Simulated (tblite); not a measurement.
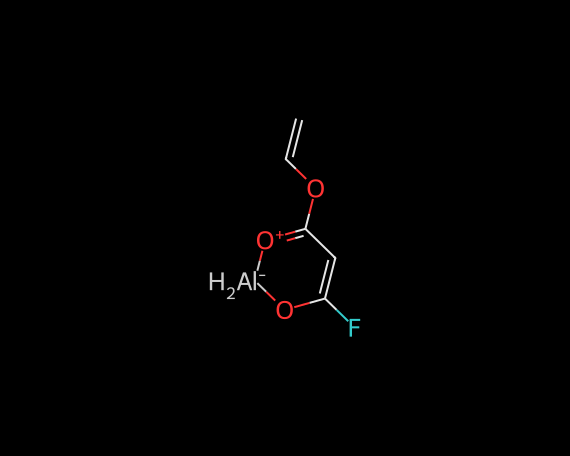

Simulated data, not a measurement (program: tblite).

Skeletal drawing of a molecule.

Transcribe the drawing into SMILES.

Answer. C=COC1=[O+][AlH2-][O]C(F)=C1

What is the molecular formula?

Answer. C5H6AlFO3.

An optimisation with GFN2-xTB gave a structure of which point group?

Answer. Cs. Other conformers may differ.
